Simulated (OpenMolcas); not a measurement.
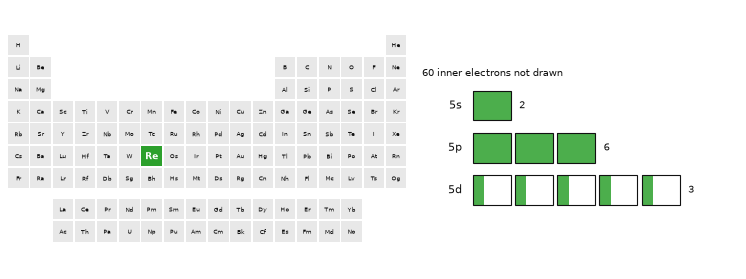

Left, the place of rhenium in the periodic table; right, the outer shells of the leading configuration of the lowest level: a box for each of the 2l + 1 orbitals, shaded by the share of the shell that is filled, with the electron count at the right.

Re⁴⁺ complex: multiconfigurational calculation (part 1 of 2)

Re⁴⁺ with 6 ligands (Cl; octahedron, 2.409 Å), embedded in Cs2ZrCl6 by model potentials and point charges, whose field is part of the energies. Computed at this level: state-averaged CASSCF, active space 3 electrons in the shell 5d, basis ANO-RCC-VDZP on the metal and ANO-RCC-VDZP on the ligands, DKH2 scalar Hamiltonian, spin-orbit coupling by RASSI with atomic mean-field integrals (OpenMolcas).

### The program's output (extracts)
```
--- SEWARD ---
Basis set label: RE.ANO-RCC...7S6P4D2F1G.

      Electronic valence basis set:
      ------------------
      Associated Effective Charge  75.000000 au
      Associated Actual Charge     75.000000 au
      Nuclear Model: Point charge

      Shell  nPrim  nBasis  Cartesian Spherical Contaminant
         s      24       7        X
         p      21       6        X
         d      15       4                 X
         f      11       2                 X
         g       4       1                 X
                  Relativistic Douglas-Kroll-Hess integrals:
                    - DKH order of Hamiltonian: 2
                    - DKH order of Properties : 0
                  Atomic mean-field integrals
--- RASSCF ---
Wave function specifications:
      -----------------------------

      Number of closed shell electrons         176
      Number of electrons in active shells       3
      Max number of holes in RAS1 space          0
      Max nr of electrons in RAS3 space          0
      Number of inactive orbitals               88
      Number of active orbitals                  5
      Number of secondary orbitals              83
      Spin quantum number                      1.5
      State symmetry                             1
Orbital specifications:
      -----------------------

      Symmetry species                           1   2
                                                ag  au
      Frozen orbitals                            0   0
      Inactive orbitals                         42  46
      Active orbitals                            5   0
      RAS1 orbitals                              0   0
      RAS2 orbitals                              5   0
      RAS3 orbitals                              0   0
      Secondary orbitals                        43  40
      Deleted orbitals                           0   0
      Number of basis functions                 90  86
      Number of CSFs                            10
      Number of root(s) required                10
      Iter CI   SX   CI       RASSCF       Energy    max ROT     max BLB   max BLB  Level Ln srch  Step   QN
          iter iter root      energy       change     param      element    value   shift minimum  type update
 Nr of preliminary CI iterations:   1
      Total energies have been shifted. Add               -19000.00 au
        1   1   10    0  -441.16700568    0.00E+00  -1.08E-01*  24  54 2  3.30E-01*  1.26   0.00    SX    NO
        2   1   11    0  -441.91789262   -7.51E-01* -1.08E-01*  42  45 1  2.06E-01*  0.98   0.00    SX    NO
        3   1   11    0  -442.20997469   -2.92E-01*  7.53E-02   42  45 1  1.31E-01*  0.80   0.00    SX    NO
        4   1   11    0  -442.29925736   -8.93E-02*  3.77E-02   42  45 1  6.32E-02*  0.70   0.00    SX    NO
        5   1   11    0  -442.32784502   -2.86E-02*  3.46E-02   42  45 1  3.80E-02*  0.68   2.13    LS   YES
        6   1   11    0  -442.33875807   -1.09E-02*  1.98E-02   11  48 2  5.51E-02*  0.66   1.23    QN   YES
        7   1   10    0  -442.34292678   -4.17E-03*  7.12E-03   13  50 2 -1.85E-02*  0.65   0.92    QN   YES
        8   1    9    0  -442.34368228   -7.55E-04* -1.70E-03   20  57 1 -3.23E-03*  0.66   1.16    QN   YES
        9   1    9    0  -442.34380861   -1.26E-04* -9.08E-04    9  59 2  1.75E-03*  0.66   1.31    QN   YES
       10   1    8    0  -442.34382670   -1.81E-05*  3.22E-04   20  57 1 -4.80E-04*  0.66   1.21    QN   YES
       11   1    7    0  -442.34382872   -2.02E-06*  1.17E-04   17  54 2 -1.98E-04*  0.66   1.35    QN   YES
       12   1    6    0  -442.34382906   -3.42E-07* -2.72E-05    7  57 2 -6.12E-05   0.66   1.23    QN   YES
       13   1    6    0  -442.34382910   -3.89E-08* -1.30E-05   19  56 2  1.64E-05   0.66   1.43    QN   YES
       14   1    5    0  -442.34382911   -7.01E-09  -6.29E-06   19  56 2  1.20E-05   0.66   1.42    QN   YES
      Convergence after 14 iterations
       15   1    5    0  -442.34382911   -1.15E-09  -6.29E-06   42  45 1  3.35E-06   0.66   1.42    QN   YES
      Natural orbitals and occupation numbers for root  1
      sym 1:   1.000000   1.000000   0.000000   1.000000  -0.000000
      Natural orbitals and occupation numbers for root  2
      sym 1:   0.156064   1.000000   0.843936   0.843936   0.156064
      Natural orbitals and occupation numbers for root  3
      sym 1:   1.000000   0.156409   0.843591   0.843591   0.156409
::    RASSCF root number  1 Total energy: -19442.50865673
::    RASSCF root number  2 Total energy: -19442.38130408
::    RASSCF root number  3 Total energy: -19442.38130408
::    RASSCF root number  4 Total energy: -19442.38130408
::    RASSCF root number  5 Total energy: -19442.35195437
::    RASSCF root number  6 Total energy: -19442.35195437
::    RASSCF root number  7 Total energy: -19442.35195437
::    RASSCF root number  8 Total energy: -19442.24328633
::    RASSCF root number  9 Total energy: -19442.24328633
::    RASSCF root number 10 Total energy: -19442.24328633
--- RASSCF ---
Wave function specifications:
      -----------------------------

      Number of closed shell electrons         176
      Number of electrons in active shells       3
      Max number of holes in RAS1 space          0
      Max nr of electrons in RAS3 space          0
      Number of inactive orbitals               88
      Number of active orbitals                  5
      Number of secondary orbitals              83
      Spin quantum number                      0.5
      State symmetry                             1
Orbital specifications:
      -----------------------

      Symmetry species                           1   2
                                                ag  au
      Frozen orbitals                            0   0
      Inactive orbitals                         42  46
      Active orbitals                            5   0
      RAS1 orbitals                              0   0
      RAS2 orbitals                              5   0
      RAS3 orbitals                              0   0
      Secondary orbitals                        43  40
      Deleted orbitals                           0   0
      Number of basis functions                 90  86
      Number of CSFs                            40
      Number of root(s) required                40
      Iter CI   SX   CI       RASSCF       Energy    max ROT     max BLB   max BLB  Level Ln srch  Step   QN
          iter iter root      energy       change     param      element    value   shift minimum  type update
 Nr of preliminary CI iterations:   1
      Total energies have been shifted. Add               -19000.00 au
        1   1    9    0  -442.28454887    0.00E+00  -5.77E-03   46  61 1 -5.77E-03*  0.69   0.00    SX    NO
        2   1    9    0  -442.28523925   -6.90E-04*  2.85E-03   38  46 1 -3.65E-03*  0.69   0.00    SX    NO
        3   1    9    0  -442.28547796   -2.39E-04* -1.62E-03   38  46 1 -2.41E-03*  0.69   0.00    SX    NO
        4   1    9    0  -442.28556953   -9.16E-05* -1.14E-03   38  46 1 -1.73E-03*  0.69   0.00    SX    NO
        5   1    8    0  -442.28560717   -3.76E-05* -1.69E-03   38  46 1 -1.16E-03*  0.69   2.50    LS   YES
        6   1    8    0  -442.28563228   -2.51E-05* -6.43E-04   31  50 2 -1.54E-03*  0.69   1.19    QN   YES
        7   1    8    0  -442.28563601   -3.73E-06*  1.76E-04   31  50 2  1.09E-03*  0.69   0.79    QN   YES
        8   1    7    0  -442.28563769   -1.68E-06*  2.74E-04   35  47 1 -2.32E-04*  0.69   1.61    QN   YES
        9   1    7    0  -442.28563845   -7.59E-07*  1.67E-04   25  48 2 -1.80E-04*  0.69   1.32    QN   YES
       10   1    6    0  -442.28563859   -1.39E-07* -7.37E-05   31  50 2 -8.33E-05   0.69   1.34    QN   YES
       11   1    5    0  -442.28563862   -2.71E-08* -2.42E-05   34  57 1  3.11E-05   0.69   1.42    QN   YES
       12   1    5    0  -442.28563862   -5.55E-09  -8.96E-06   34  57 1  1.65E-05   0.69   1.27    QN   YES
      Convergence after 12 iterations
       13   1    5    0  -442.28563862   -2.91E-10  -8.96E-06   34  57 1  5.68E-06   0.69   1.27    QN   YES
      Natural orbitals and occupation numbers for root  1
      sym 1:   0.990657   1.002523   0.010872   0.994368   0.001579
      Natural orbitals and occupation numbers for root  2
      sym 1:   1.001042   0.989176   0.001579   0.997331   0.010872
      Natural orbitals and occupation numbers for root  3
      sym 1:   0.003045   0.998218   0.002035   0.996095   1.000606
::    RASSCF root number  1 Total energy: -19442.45232575
::    RASSCF root number  2 Total energy: -19442.45232575
::    RASSCF root number  3 Total energy: -19442.44935274
::    RASSCF root number  4 Total energy: -19442.44935274
::    RASSCF root number  5 Total energy: -19442.44935274
::    RASSCF root number  6 Total energy: -19442.41851323
::    RASSCF root number  7 Total energy: -19442.41851323
::    RASSCF root number  8 Total energy: -19442.41851323
::    RASSCF root number  9 Total energy: -19442.33811831
::    RASSCF root number 10 Total energy: -19442.33462032
::    RASSCF root number 11 Total energy: -19442.33462032
::    RASSCF root number 12 Total energy: -19442.33462032
::    RASSCF root number 13 Total energy: -19442.32935317
::    RASSCF root number 14 Total energy: -19442.32935317
::    RASSCF root number 15 Total energy: -19442.32935317
::    RASSCF root number 16 Total energy: -19442.32219302
::    RASSCF root number 17 Total energy: -19442.32219302
::    RASSCF root number 18 Total energy: -19442.31317337
::    RASSCF root number 19 Total energy: -19442.31317337
::    RASSCF root number 20 Total energy: -19442.31317337
::    RASSCF root number 21 Total energy: -19442.29517485
::    RASSCF root number 22 Total energy: -19442.29517485
::    RASSCF root number 23 Total energy: -19442.29517485
::    RASSCF root number 24 Total energy: -19442.28543333
::    RASSCF root number 25 Total energy: -19442.24622748
::    RASSCF root number 26 Total energy: -19442.24622748
::    RASSCF root number 27 Total energy: -19442.20828959
::    RASSCF root number 28 Total energy: -19442.20828959
::    RASSCF root number 29 Total energy: -19442.20828959
::    RASSCF root number 30 Total energy: -19442.20467588
```

(Continued in part 2.) Outcome of the run: converged.
